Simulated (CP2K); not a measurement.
**A workflow on [CH3BCl3]− (SMILES ClC[BH-](Cl)Cl)**

Aim: a structure relaxation (GFN2-xTB), then the harmonic vibrations of [CH3BCl3]−. 

The calculation is run with CP2K 2026.2.

## (1) The structure to begin with

[CH3BCl3]−: 8 atoms, total charge -1, spin state singlet. SMILES: `ClC[BH-](Cl)Cl`. The shape is that of a GFN2-xTB optimisation. This is one conformer, not always the lowest. The run starts from this shape.

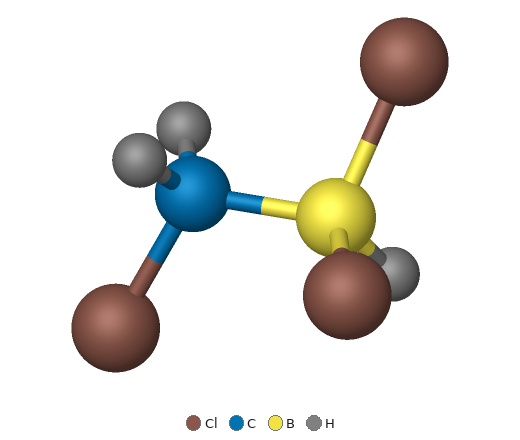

Viewed from a chosen angle; chlorine brown, carbon blue, boron yellow, hydrogen grey.

## (2) A structure relaxation at GFN2-xTB (run 1)

Contents of calc.inp:

```
&FORCE_EVAL
  METHOD Quickstep
  &DFT
    CHARGE -1
    &QS
      METHOD XTB
      EPS_DEFAULT 1.0E-10
      &XTB
        GFN_TYPE TBLITE
        &TBLITE
          METHOD GFN2
        &END TBLITE
        CHECK_ATOMIC_CHARGES F
      &END XTB
    &END QS
    &POISSON
      PERIODIC NONE
      POISSON_SOLVER ANALYTIC
    &END POISSON
    &SCF
      SCF_GUESS ATOMIC
      EPS_SCF 1.0E-07
      MAX_SCF 150
      ADDED_MOS 4
      &DIAGONALIZATION
        ALGORITHM STANDARD
      &END DIAGONALIZATION
      &MIXING
        METHOD DIRECT_P_MIXING
        ALPHA 0.4
      &END MIXING
      &SMEAR ON
        METHOD FERMI_DIRAC
        ELECTRONIC_TEMPERATURE [K] 300
      &END SMEAR
    &END SCF
    &PRINT
      &MOMENTS
        PERIODIC F
        REFERENCE COM
        MAX_MOMENT 1
      &END MOMENTS
      &MULLIKEN OFF
      &END MULLIKEN
      &HIRSHFELD OFF
      &END HIRSHFELD
    &END PRINT
  &END DFT
  &SUBSYS
    &CELL
      ABC 10.9 10.8 11.6
      PERIODIC NONE
    &END CELL
    &COORD
      Cl    -0.297060    -1.195840     1.867730
      C      0.493430    -0.173010     0.642350
      B     -0.504190     0.266780    -0.569500
      Cl    -0.752910    -1.158560    -1.731070
      Cl     0.409000     1.625380    -1.471190
      H      0.861310     0.697410     1.190790
      H      1.355180    -0.747880     0.296400
      H     -1.564770     0.685730    -0.225510
    &END COORD
    &TOPOLOGY
      &CENTER_COORDINATES
      &END CENTER_COORDINATES
    &END TOPOLOGY
  &END SUBSYS
&END FORCE_EVAL

&MOTION
  &GEO_OPT
    OPTIMIZER BFGS
    MAX_ITER 100
    MAX_FORCE 1.0E-04
    RMS_FORCE 6.7E-05
  &END GEO_OPT
  &PRINT
    &TRAJECTORY
      &EACH
        GEO_OPT 1
      &END EACH
    &END TRAJECTORY
    &FORCES ON
      &EACH
        GEO_OPT 1
      &END EACH
    &END FORCES
    &RESTART OFF
    &END RESTART
    &RESTART_HISTORY OFF
    &END RESTART_HISTORY
  &END PRINT
&END MOTION

&GLOBAL
  PROJECT calc
  RUN_TYPE GEO_OPT
  PRINT_LEVEL LOW
&END GLOBAL
```

The run is started by

```sh
$ OMP_NUM_THREADS=1 cp2k.psmp -i calc.inp > calc.out 2>&1
```

What it wrote:

```text
CP2K| version string:                                       CP2K version 2026.2
[...]
 GLOBAL| Method name                                                        CP2K
[...]
 GLOBAL| Run type                                                        GEO_OPT
[...]
                             - Atoms:                                          8
[...]
                             - Spherical basis functions:                     38
[...]
 Number of electrons:                                                         32
[...]
  *** SCF run converged in    21 steps ***
[...]
 ENERGY| Total FORCE_EVAL ( QS ) energy [hartree]            -18.887162642387793
[...]
 OPT| Step number                                                              0
[...]
 OPT| Total energy [hartree]                                      -18.8871626424
[...]
 OPT| Step number                                                              1
[...]
 OPT| Total energy [hartree]                                      -18.8871629136
[...]
 OPT| Step number                                                              2
[...]
 OPT| Total energy [hartree]                                      -18.8871630715
[...]
 ***                    GEOMETRY OPTIMIZATION COMPLETED                      ***
[...]
  *** SCF run converged in     1 steps ***
[...]
  Fermi energy:                                                -0.05509999839231
[...]
 TB_DIPOLE| Moment [Debye]          0.78038881      -0.49699246       2.38629164
 TB_DIPOLE| Derivative [a.u.]       0.00000000       0.00000000       0.00000000
 ENERGY| Total FORCE_EVAL ( QS ) energy [hartree]            -18.887163071515790
[...]
```

It took 1.1 s on 1 thread of Intel Xeon 6975P-C (Granite Rapids), shared host; peak memory 0.19 GiB.

Step by step:

```
step  energy from the first frame kept (eV)  largest force (eV/Å)
   1                                 0.0000                0.0081
   2                                 0.0000                0.0041
   3                                 0.0000                0.0041
```

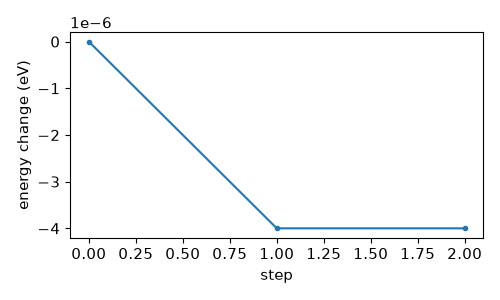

Energy along the run.

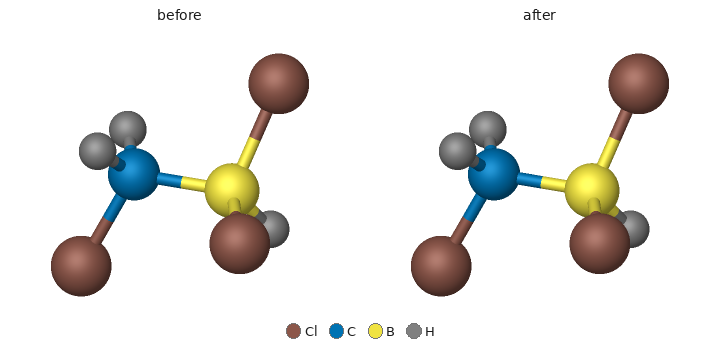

Before and after, at one scale.

After the run. Bond lengths: Cl1–C2 1.781 Å, C2–B3 1.631 Å, B3–Cl4 1.855 Å, B3–Cl5 1.868 Å, C2–H6 1.093 Å, C2–H7 1.092 Å, B3–H8 1.191 Å. Some angles: Cl1–C2–B3 113.2°, C2–B3–Cl4 109.9°, C2–B3–Cl5 104.8°, Cl4–B3–Cl5 108.7°, Cl1–C2–H6 105.2°, Cl1–C2–H7 105.4°, B3–C2–H6 111.3°, B3–C2–H7 112.9°, C2–B3–H8 115.2°, Cl4–B3–H8 109.3°.

## (3) Vibrational wavenumbers at GFN2-xTB (run 2)

Contents of calc.inp:

```
&global
   project_name calc
   run_type VIBRATIONAL_ANALYSIS
   print_level LOW
&end global

&force_eval
   method Quickstep
   &dft
      charge -1
      &qs
         method XTB
         eps_default 1.0E-10
         &xtb
            gfn_type TBLITE
            &tblite
               method GFN2
            &end tblite
            check_atomic_charges F
         &end xtb
      &end qs
      &poisson
         periodic NONE
         poisson_solver ANALYTIC
      &end poisson
      &scf
         scf_guess ATOMIC
         eps_scf 1.0E-08
         max_scf 150
         added_mos 4
         &diagonalization
            algorithm STANDARD
         &end diagonalization
         &mixing
            method DIRECT_P_MIXING
            alpha 0.4
         &end mixing
         &smear ON
            method FERMI_DIRAC
            electronic_temperature [K] 300
         &end smear
      &end scf
      &print
         &moments
            periodic F
            reference COM
            max_moment 1
         &end moments
         &mulliken OFF
         &end mulliken
         &hirshfeld OFF
         &end hirshfeld
      &end print
   &end dft
   &subsys
      &cell
         abc 10.9 10.8 11.6
         periodic NONE
      &end cell
      &coord
         Cl     5.257894     3.989498     7.599817
         C      6.048479     5.012222     6.374599
         B      5.050756     5.451905     5.162191
         Cl     4.801701     4.027395     3.999916
         Cl     5.963459     6.810141     4.260542
         H      6.416320     5.882906     6.922492
         H      6.909754     4.437153     6.028069
         H      3.989987     5.870629     5.505734
      &end coord
      &topology
         &center_coordinates
         &end center_coordinates
      &end topology
   &end subsys
&end force_eval

&vibrational_analysis
   dx 0.02
   intensities T
   nproc_rep 1
   &print
      &program_run_info ON
      &end program_run_info
   &end print
&end vibrational_analysis
```

The run is started by

```sh
$ OMP_NUM_THREADS=1 cp2k.psmp calc.inp > calc.out
```

What it wrote:

```text
CP2K| version string:                                       CP2K version 2026.2
[...]
 GLOBAL| Method name                                                        CP2K
[...]
 GLOBAL| Run type                                           VIBRATIONAL_ANALYSIS
[...]
                             - Atoms:                                          8
[...]
                             - Spherical basis functions:                     38
[...]
  Dipole moment [Debye]
    X=    0.00312382 Y=   -0.00175795 Z=   -0.01776280     Total=     0.01812086
 VIB|
[...]
 VIB|Frequency (cm^-1)  5.7387596655E+01    1.3851392853E+02    1.9448520050E+02
 VIB|IR int (KM/Mole)   7.7163971846E-01    1.7942624739E+00    1.8862338283E+00
[...]
 VIB|Frequency (cm^-1)  1.1414501362E+03    1.2337989438E+03    1.4535790910E+03
 VIB|IR int (KM/Mole)   1.6277352509E+01    8.7321847457E+00    1.1751321114E+01
[...]
 VIB|Frequency (cm^-1)  2.4507119618E+03    2.9579742305E+03    2.9701232329E+03
 VIB|IR int (KM/Mole)   3.5418659909E+02    6.2198783379E+01    4.2968358160E+01
[...]
```

Run time: 2.9 s. Hardware: 1 thread of Intel Xeon 6975P-C (Granite Rapids), shared host; peak memory 0.19 GiB.

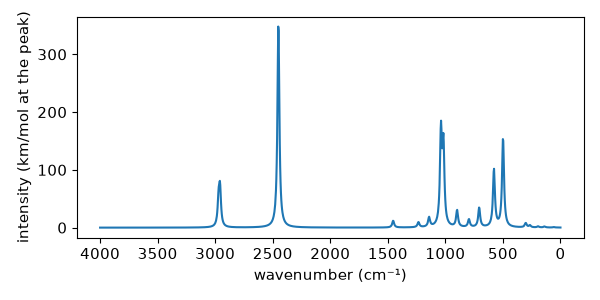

Harmonic infrared spectrum, unscaled, lines broadened by 10 cm⁻¹.

## (4) Summary of results

```
                                    quantity         value
    run 1, GFN2-xTB: total energy at the end  -18.88716 Eh
 run 2, GFN2-xTB: lowest harmonic wavenumber       57 cm⁻¹
run 2, GFN2-xTB: highest harmonic wavenumber     2970 cm⁻¹
          run 2, GFN2-xTB: zero-point energy  111.8 kJ/mol
```

In words: The optimisation (run 1, GFN2-xTB) took 2 steps and changed the energy by -0.000 eV. All 18 modes (run 2, GFN2-xTB) are real, so the shape is a minimum at this level.
